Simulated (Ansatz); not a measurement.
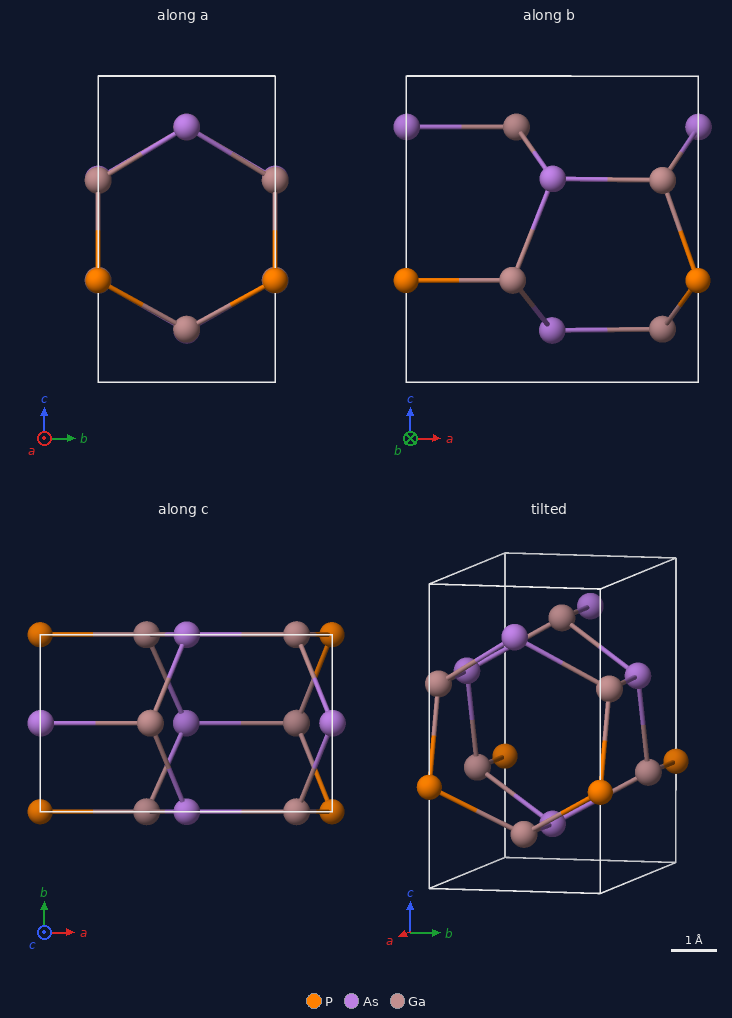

Shown here is a ball-and-stick view of the crystal, taken along the a axis, along the b axis, along the c axis and slightly off an axis. Lines trace the edges of the conventional unit cell.

Lattice parameters: a = 6.5216 Å, b = 3.9573 Å, c = 6.8478 Å, α = 90.000°, β = 90.002°, γ = 90.000°.

### Convert the drawing into a CIF in P1 with every atom of the cell, with free fractional coordinates to two decimals.

```cif
data_structure
_symmetry_space_group_name_H-M 'P 1'
_symmetry_Int_Tables_number 1
_cell_length_a 6.5216
_cell_length_b 3.9573
_cell_length_c 6.8478
_cell_angle_alpha 90.000
_cell_angle_beta 90.002
_cell_angle_gamma 90.000
_cell_volume 176.73
loop_
_atom_site_label
_atom_site_type_symbol
_atom_site_fract_x
_atom_site_fract_y
_atom_site_fract_z
_atom_site_occupancy
P1 P 0.00 0.00 0.33 1
As1 As 0.00 0.50 0.83 1
As2 As 0.50 0.50 0.17 1
As3 As 0.50 0.00 0.66 1
Ga1 Ga 0.36 0.00 0.3333 1
Ga2 Ga 0.38 0.50 0.83 1
Ga3 Ga 0.88 0.50 0.17 1
Ga4 Ga 0.88 0.00 0.66 1
```

Its origin is a structure type filled with these elements by a generator (whether the compound takes this form wasn't checked). Earlier steps of the study may have refined or changed the cell and positions. Ansatz was used for an electronic-structure calculation on it.
